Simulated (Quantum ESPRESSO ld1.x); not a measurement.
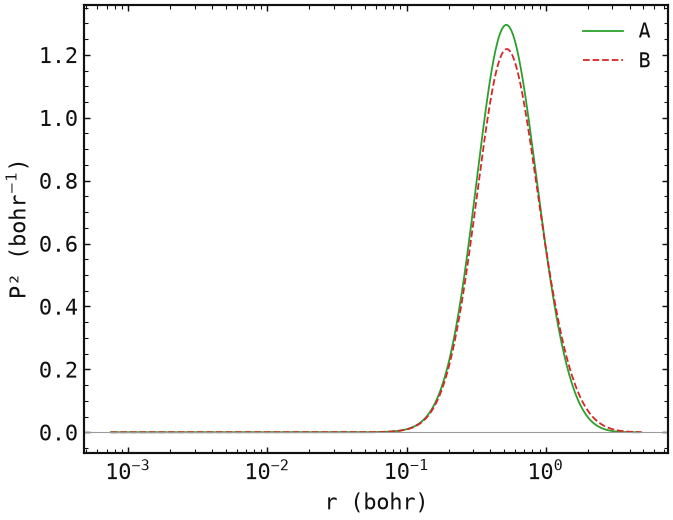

Two charge states of holmium were computed: Ho²⁺ in [Xe] 4f11; Ho³⁺ in [Xe] 4f10. All numbers are computed, not measured: scalar-relativistic Kohn-Sham, PBE, spin-unpolarised, spherical densities, point nucleus (Quantum ESPRESSO ld1.x 7.5).

The plot shows P² of the 4f orbital in both runs (large components where relativistic).

Question: Which curve belongs to which run?

Answer: A is Ho³⁺ in [Xe] 4f10 (⟨r⟩ = 0.785 bohr, eigenvalue −35.1 eV); B is Ho²⁺ in [Xe] 4f11 (⟨r⟩ = 0.843 bohr, eigenvalue −17.3 eV). Fewer electrons screen less, so the orbital shrinks.
